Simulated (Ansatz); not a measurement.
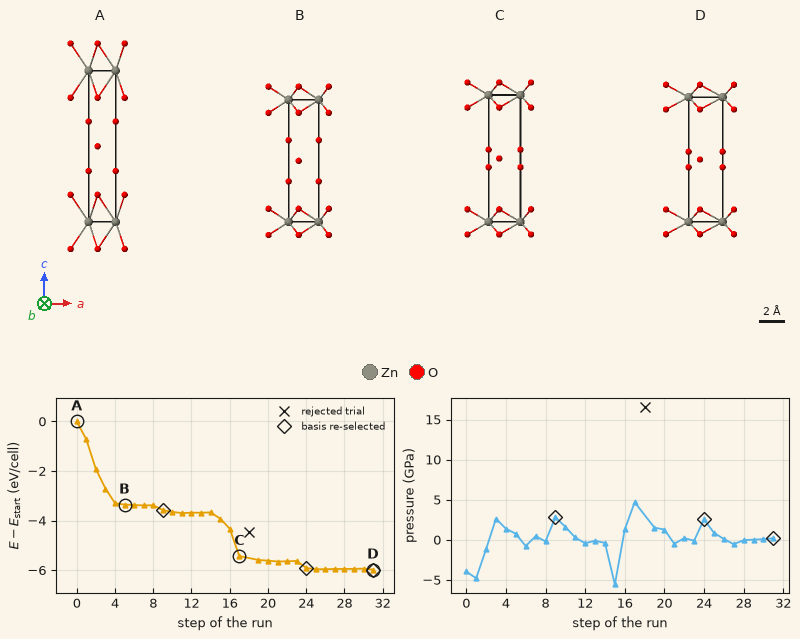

Frames of a relaxation of solid ZnO5 (a generated structure, set up in P-6m2) (coarse preliminary run), marked on the history of the run. Style: ball-and-stick. Shown: the cell of the calculation, along the b axis.

The calculation used DFT PBE, scalar-relativistic, plane waves, PAW in Ansatz. Settings: plane-wave cutoff 420 eV; k-point mesh 6 × 6 × 2; occupations gaussian; smearing width 0.1 eV; collinear spin; cell and atoms relaxed; force threshold 0.04 eV/Å; at most 70 steps.

Q: Describe the path.

A: After 27 accepted moves (31 points after the start) the energy has fallen by 5.976 eV per cell of the calculation. The largest force component goes from 0.96 to 0.034 eV/Å. Pressure: −3.94 GPa at the start and 0.20 GPa at the end. The line search rejected the trial step at point 18 of the run. The SCF was repeated 3 times at an unchanged geometry on a basis and grid sized afresh for the cell, which shifted the energy by 0.283 eV per cell of the calculation at most. The largest moves relative to the cell, 1.05 Å, are those of O atoms. Zn stays in place. Cell: a = b 2.601 → 3.271 Å (+25.8 %), c 12.589 → 10.388 Å (−17.5 %). Volume +30.5 %. Some distances before and after: O–O 4.123 → 1.295 Å, O–Zn 2.712 → 2.150 Å. New bonds form, among them: O–O (4.12 → 1.29 Å). The space group stays P-6m2 (No. 187). The run may lie on a higher electronic state than the lowest, so the end point isn't shown to be the ground-state structure. Cost: 11 min on 1 thread of Arm Neoverse N1 (shared host), peak memory 0.37 GiB. From step 0 to 5: O atoms move most (0.73 Å), volume +0.2 %, energy −3.354 eV per cell of the calculation. From step 5 to 17: O atoms move most (1.05 Å), volume +15.7 %, energy −2.074 eV per cell of the calculation. From step 17 to 31: O atoms move most (0.07 Å), volume +12.6 %, energy −0.548 eV per cell of the calculation.

```tsv
step	E − E(0), meV/atom	largest force component, eV/Å	pressure, GPa	volume, Å³/atom	note
0	0.00	0.9576	-3.94	12.289	
1	-121.25	2.1671	-4.79	11.688	
2	-320.73	2.0505	-1.16	11.222	
3	-450.68	1.1644	2.64	11.161	
4	-549.53	0.5197	1.40	11.790	
5	-559.05	0.5334	0.76	12.316	
6	-561.90	0.2533	-0.77	12.613	
7	-564.36	0.0167	0.46	12.491	
8	-563.46	0.0199	-0.19	12.670	
9	-595.54	0.0141	2.82	12.670	same geometry, new basis
10	-607.77	0.0931	1.63	13.092	
11	-616.27	0.1950	0.30	13.885	
12	-613.20	0.0604	-0.43	14.459	
13	-613.64	0.0239	-0.10	14.487	
14	-611.43	0.0713	-0.38	14.687	
16	-720.86	1.9803	1.30	14.234	
17	-904.67	1.8037	4.69	14.249	
18	-743.58	12.5442	16.61	14.687	rejected
19	-931.12	0.9056	1.52	14.646	
20	-935.89	0.4105	1.28	14.834	
21	-941.47	0.1768	-0.49	14.639	
22	-940.20	0.0454	0.22	14.822	
23	-937.79	0.0308	-0.10	15.035	
24	-984.90	0.0473	2.55	15.035	same geometry, new basis
25	-993.46	0.0965	0.89	14.998	
27	-991.64	0.2950	-0.54	15.508	
28	-991.56	0.0412	-0.03	15.645	
29	-990.91	0.0057	0.02	15.775	
30	-989.28	0.0395	0.09	16.040	
31	-996.02	0.0341	0.20	16.040	same geometry, new basis
```

Limits of the set-up: the k-point mesh is coarse for a cell with partly filled bands.
